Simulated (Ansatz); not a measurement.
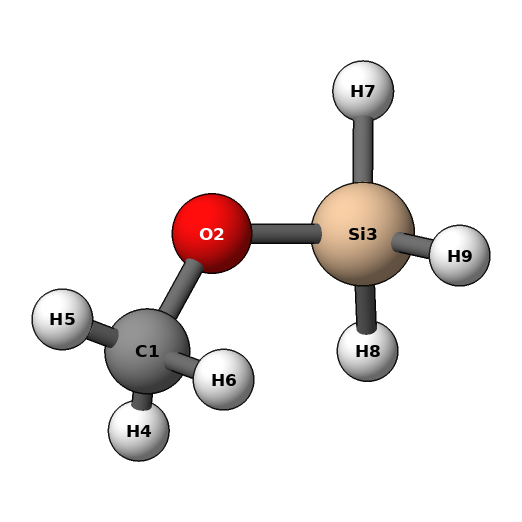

The questions are on Mulliken charges. Geometry: atoms displaced at random (about 0.09 Å) from a stationary point of PBE0-D4. Properties computed with RHF-CCSD(T), frozen core/def2-TZVPP (Ansatz 0.2.0).

List the Mulliken charges.

```json
{"atom": "C1", "value (e)": "−0.13"}
{"atom": "O2", "value (e)": "−0.41"}
{"atom": "Si3", "value (e)": "0.50"}
{"atom": "H4", "value (e)": "0.15"}
{"atom": "H5", "value (e)": "0.09"}
{"atom": "H6", "value (e)": "0.06"}
{"atom": "H7", "value (e)": "−0.08"}
{"atom": "H8", "value (e)": "−0.09"}
{"atom": "H9", "value (e)": "−0.08"}
```

Mulliken values depend strongly on the basis set and can even reverse the polarity of a bond.
